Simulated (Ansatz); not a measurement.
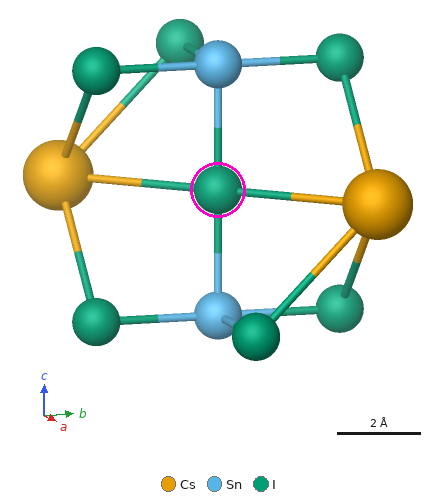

Perfect CsSnI$_{3}$. The picture is a ball-and-stick view of the atoms within 6.0 Å of one point, in a slice 5.0 Å thick across the line of sight, seen slightly off an axis.

All numbers below come from Ansatz, DFT, PBEsol, PAW, plane waves. Settings: plane-wave cutoff 420 eV; k-point mesh 1 × 1 × 1; mesh shifted by (0.25, 0.25, 0.25); collinear spin. Fermi-Dirac smearing of 0.01 eV. The axes drawn are those of the host's conventional cell.

An iodine atom is replaced by tin at the ringed place, in charge state 0. The supercell has 40 sites, and the atoms are relaxed at the host's cell.

Predict the relaxed surroundings of the defect.

In the host the I atom has 2 Sn at 3.08 Å; the Sn atom ends with 2 Sn at 3.00 to 3.02 Å, 2 I at 3.07 to 3.58 Å. Of the host's atoms, an iodine atom moves furthest from its site, by 1.53 Å. The Sn atom itself moves 0.31 Å from where it was put. The cell's net moment is 1.00 μB.

The relaxed defect, seen from the same direction:

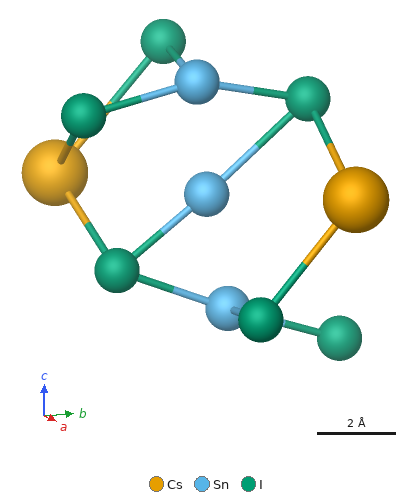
